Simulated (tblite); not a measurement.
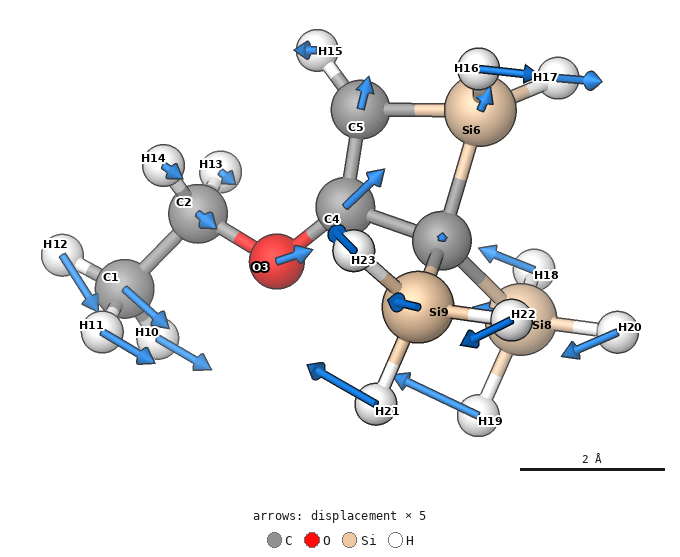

A relaxation of C5H14OSi3. The starting structure is drawn; blue arrows show the displacements, 5 times their true length. The two geometries are superimposed by the best rigid fit.

A ball-and-stick model, seen at a tilt.

Computed with GFN2-xTB geometry optimisation, gas phase (tblite). 

Which element moves most?

Hydrogen: up to 0.28 Å, against 0.18 Å for carbon.

Describe the change and its energy.

An H atom moves most after the best rigid fit: 0.28 Å. By element the largest moves are H 0.28 Å, C 0.18 Å, Si 0.14 Å, O 0.12 Å. Some distances before and after: C–C 1.583 → 1.495 Å, C–Si 1.978 → 1.897 Å, C–O 1.286 → 1.343 Å, C–Si 1.898 → 1.949 Å. Bond angles that change, for instance: C–C–C 98.5° → 107.3°, Si–C–H 130.4° → 138.5°, O–C–C 126.3° → 119.7°. The energy falls by 48.5 kJ/mol in 68 geometry steps. The run took 0.85 s on 1 thread of Arm Neoverse V1 (shared host).
